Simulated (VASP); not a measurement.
Band structure of Al (fcc). Level of theory: MS2 meta-GGA, VASP's PBE PAW potentials (set 64) (plane waves; VASP 6.6.1).

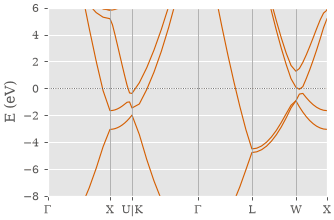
Figure: Bands along high-symmetry lines, zero at the valence-band maximum or, without a gap, the Fermi level

Problem. Read the plot: is there a gap, and where are the band edges?

Solution. It has no gap at this level: it comes out as a metal or semimetal.

The compound is Al in the fcc structure. It was relaxed first.
